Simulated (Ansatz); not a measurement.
# H$_{4}$SSn···H$_{2}$: what the fields show

Input file:

```
crystal:
  periodic: [false, false, false]
  atoms:
    - {symbol: Sn, position_ang: [-0.981410, 0.199204, -0.722352]}
    - {symbol: H, position_ang: [1.509192, -1.905955, 1.838850]}
    - {symbol: H, position_ang: [-0.908912, -1.002835, -1.923307]}
    - {symbol: H, position_ang: [-1.409721, -0.453698, 0.793143]}
    - {symbol: H, position_ang: [-2.059048, 1.448195, -1.154934]}
    - {symbol: H, position_ang: [1.632810, -1.314527, 1.398162]}
    - {symbol: S, position_ang: [1.254947, 1.082520, -0.607551]}
    - {symbol: H, position_ang: [0.962141, 1.947097, 0.378088]}
basis:
  gaussian: {orbitals: def2-TZVPP}
hamiltonian: {xc: pbe0, dispersion: d4}
output: {orbitals: {seedname: orbitals}}
```

Run with:

```sh
ansatz run in.yaml --threads 2 --pin off --events-out ev --progress --plain --max-ram 4352MiB
```

The product side of a reaction path; geometry: PBE0-D4/def2-TZVP; core potentials replace the inner electrons of Sn.

All numbers below come from RKS PBE0-D4/def2-TZVPP in Ansatz 0.2.0.

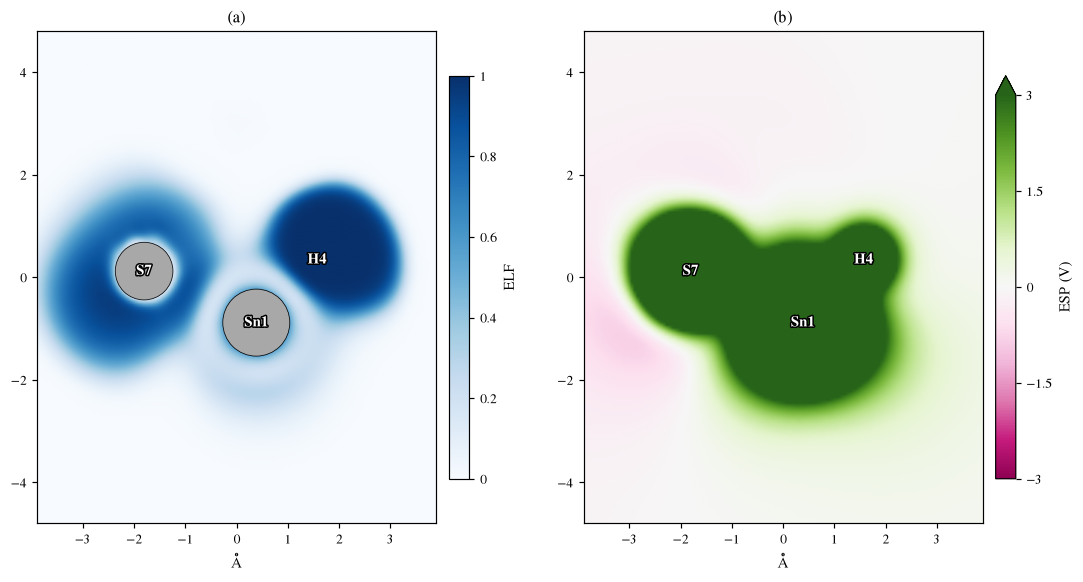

Figure 1. (a) ELF; (b) electrostatic potential on the plane of atoms H4, Sn1 and S7. Grey discs cover the atomic cores in the ELF map.

Question: Read the bonding off the picture.

Answer: The plane passes through Sn, H and S nuclei. Sn–S (2.41 Å): the ELF peaks at about 0.85 in the valence shell of S, 0.9 Å from its nucleus, and drops to about 0.20 between the two atoms. Sn–H (1.70 Å): the ELF climbs to about 1 towards the hydrogen. The ELF also peaks beside S7, away from the bonds: lone-pair regions. Outside the dense part of the complex the potential is most negative (−0.8 V) near S7.

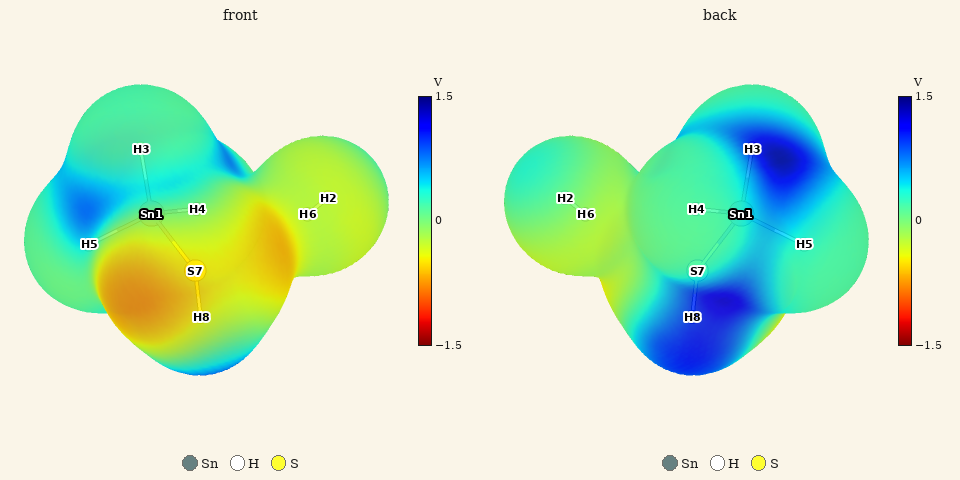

Figure 2. The electrostatic potential painted on the density surface at 0.001 e/bohr³, seen from the front and from behind; red is negative and blue positive.

Question: Where is the surface potential most negative and most positive?

Answer: The most negative region (about −0.8 V) lies over S7, the most positive (about +1.3 V) over Sn1.

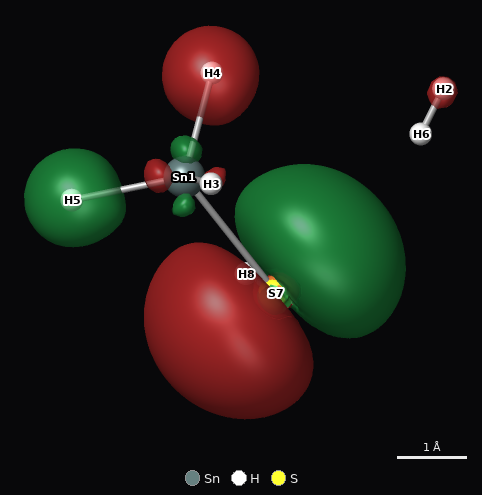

Figure 3. One frontier orbital at ±0.08 Å⁻³ᐟ² (green and red are the two phases), seen at an oblique angle.

Question: Which orbital is it: HOMO or LUMO?

Answer: The HOMO, at −7.31 eV. Its weight (Hirshfeld) is mainly on S7 (about 80 %) and Sn1 (about 10 %); largely a lone pair of S7.
